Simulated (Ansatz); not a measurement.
Input

```
crystal:
  periodic: [false, false, false]
  atoms:
    - {symbol: C, position_ang: [-3.122862, -1.161911, 0.068221]}
    - {symbol: C, position_ang: [-1.913246, -1.071455, -0.020247]}
    - {symbol: C, position_ang: [-0.503967, -0.978361, -0.115676]}
    - {symbol: C, position_ang: [0.313718, -0.032413, -0.727524]}
    - {symbol: C, position_ang: [1.670455, -0.412815, -0.526172]}
    - {symbol: C, position_ang: [1.625067, -1.580852, 0.203776]}
    - {symbol: F, position_ang: [2.607147, -2.347591, 0.656027]}
    - {symbol: "N", position_ang: [0.337540, -1.930920, 0.456277]}
    - {symbol: H, position_ang: [-4.191416, -1.234048, 0.141670]}
    - {symbol: H, position_ang: [-0.044490, 0.842964, -1.264154]}
    - {symbol: H, position_ang: [2.569127, 0.094525, -0.866483]}
    - {symbol: H, position_ang: [0.040141, -2.748394, 0.974271]}
basis:
  gaussian: {orbitals: def2-SVPD}
hamiltonian: {xc: pbe0}
output: {forces: true, orbitals: {seedname: orbitals}}
```

Run with:

```sh
ansatz run input.yaml --threads 2 --pin off --max-ram 5220MiB --events-out events.jsonl --progress --plain --runs-dir runs
```

Geometry: B3LYP/def2-SVP.

Computed with isolated molecule in a Gaussian basis; Kohn-Sham density functional theory, functional PBE0 in Ansatz.

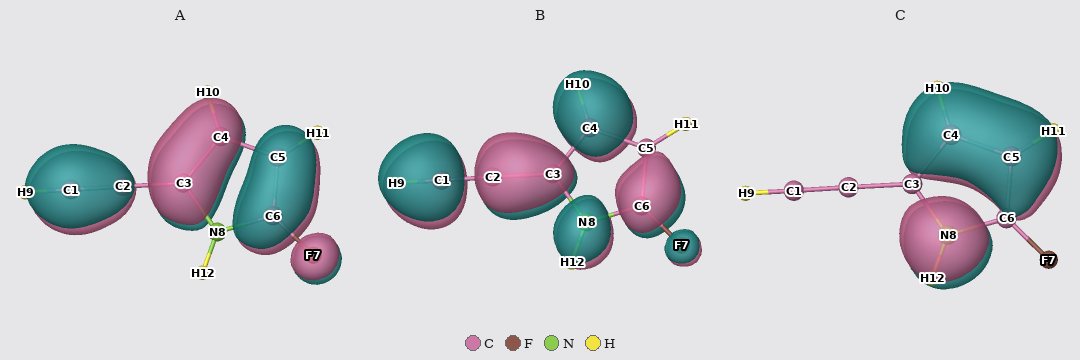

C6H4FN. Three frontier orbitals at ±0.08 Å⁻³ᐟ² (teal and pink are the two phases), in no order.

**Order the three orbitals by energy and name them.**

C is the HOMO−1 (−7.75 eV). By Hirshfeld shares it lies mainly on C5 (about 30 %), C4 (about 25 %) and N8 (about 25 %); it changes sign across the molecular plane (π type); π-bonding across C4–C5. A is the HOMO (−6.13 eV). It lies mainly on C3 (about 20 %), C1 (about 20 %), C6 (about 20 %), C4 (about 10 %), C5 (about 10 %) and C2 (about 10 %); it changes sign across the molecular plane (π type); π-bonding across C1–C2, C3–C4 and C5–C6; π-antibonding (a node) across C2–C3 and C4–C5. B is the LUMO (−0.46 eV). Its weight (Hirshfeld) is mainly on C1 (about 20 %), C4 (about 15 %), C2 (about 15 %), C3 (about 15 %), C6 (about 10 %) and N8 (about 10 %); it changes sign across the molecular plane (π type); π-bonding across C2–C3; π-antibonding (a node) across C1–C2, C3–C4, C3–N8 and C6–N8.

**What is the HOMO–LUMO gap?**

5.67 eV between the orbital energies.
